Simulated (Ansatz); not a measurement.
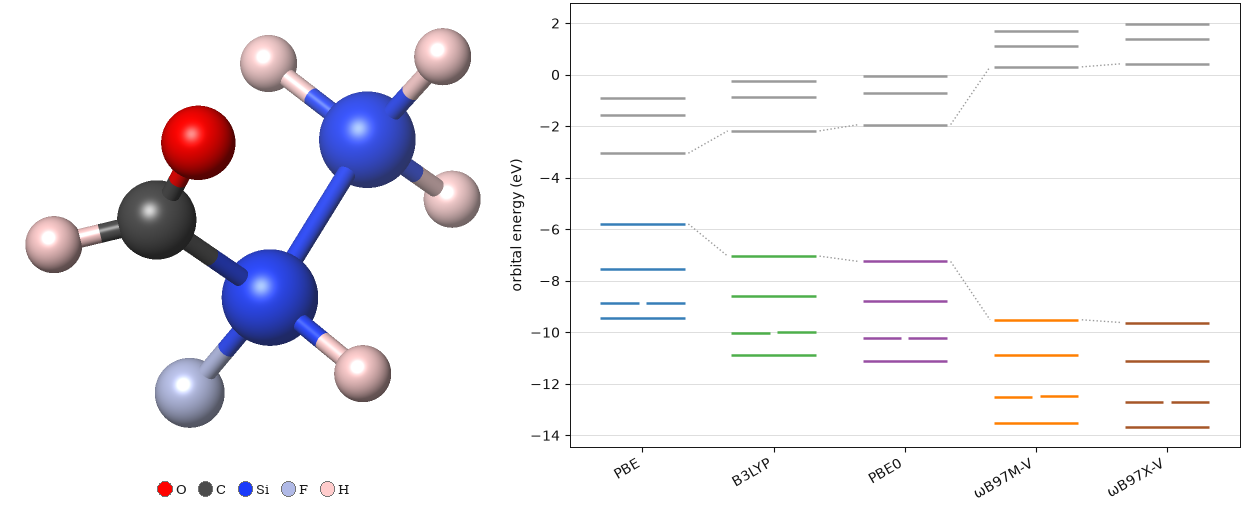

Frontier orbital energies of CH₅FOSi₂, SMILES O=C[Si@@H](F)[SiH3] at one geometry, def2-TZVPP, the Ansatz code, at a PBE0-D4/def2-TZVP geometry (no frequency check). Empty levels are grey, levels within 0.1 eV stand side by side; all columns show the same few orbitals around the gap. Dotted lines join the HOMOs and the LUMOs.

**How do the frontier levels move from column to column?**

The separation grows from 2.75 eV (PBE) to 10.04 eV (ωB97X-V).

```csv
level,HOMO (eV),LUMO (eV),separation (eV)
PBE,−5.80,−3.05,2.75
B3LYP,−7.05,−2.18,4.86
PBE0,−7.25,−1.94,5.31
ωB97M-V,−9.52,0.30,9.82
ωB97X-V,−9.62,0.42,10.04
```

Caveats, for all or some of the runs: empty levels above zero depend strongly on the basis; one conformer of a flexible molecule.
